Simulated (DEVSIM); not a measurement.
Device: TaN/La2O3/p-Ge capacitor, at 300 K.

```csv
layer (left to right),material,thickness (nm),Na (cm⁻³)
1,La2O3,14.0,-
2,Ge,1000,6.8e17
```

Metal gate on the left, work function 4.4 eV. Fixed charge at the semiconductor interface -8.1e10 cm⁻² (in units of +e); no interface traps.

This is a model device: material constants are rounded textbook-type values typed into the input, and sizes, dopings and lifetimes were drawn at random. Values at 300 K.

```csv
parameter,La2O3,Ge
gap (eV),5.8,0.664
affinity (eV),1.8,4
permittivity,27,16
Nc (cm⁻³),-,1.04e19
Nv (cm⁻³),-,6e18
```

DEVSIM, 1D Poisson equation in equilibrium, Boltzmann statistics, complete ionisation; no quantum confinement or tunnelling. Metal contacts follow the ideal Schottky-Mott rule: no Fermi-level pinning, no interface dipoles.

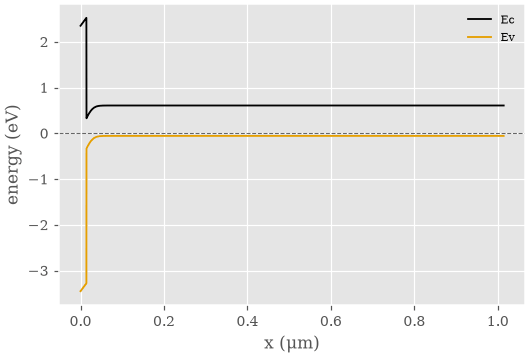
Band edges at 0.25 V on the gate

Energies count from the Fermi level of the right contact; mesh points crowd at the junctions.

```tsv
x (μm)	Ec (eV)	Ev (eV)	n (cm⁻³)	p (cm⁻³)	field (V/cm)
0.000	2.350	-3.450	< 1e2	< 1e2	120000
0.001130	2.364	-3.436	< 1e2	< 1e2	120000
0.003171	2.389	-3.411	< 1e2	< 1e2	120000
0.007000	2.437	-3.363	< 1e2	< 1e2	120000
0.01158	2.493	-3.307	< 1e2	< 1e2	120000
0.01329	2.514	-3.286	< 1e2	< 1e2	120000
0.01426	0.328	-0.336	3.2e13	1.4e13	200000
0.01664	0.373	-0.291	5.6e12	7.8e13	180000
0.02056	0.438	-0.226	4.6e11	9.4e14	150000
0.02856	0.532	-0.132	1.2e10	3.7e16	89000
0.04482	0.601	-0.063	8.4e8	5.2e17	12000
0.09814	0.608	-0.056	6.4e8	6.8e17	≈ 0
0.1864	0.608	-0.056	6.4e8	6.8e17	≈ 0
0.3659	0.608	-0.056	6.4e8	6.8e17	≈ 0
0.7331	0.608	-0.056	6.4e8	6.8e17	≈ 0
0.8812	0.608	-0.056	6.4e8	6.8e17	≈ 0
0.9493	0.608	-0.056	6.4e8	6.8e17	≈ 0
0.9828	0.608	-0.056	6.4e8	6.8e17	≈ 0
1.003	0.608	-0.056	6.4e8	6.8e17	≈ 0
1.009	0.608	-0.056	6.4e8	6.8e17	≈ 0
1.012	0.608	-0.056	6.4e8	6.8e17	≈ 0
1.014	0.608	-0.056	6.4e8	6.8e17	≈ 0
```
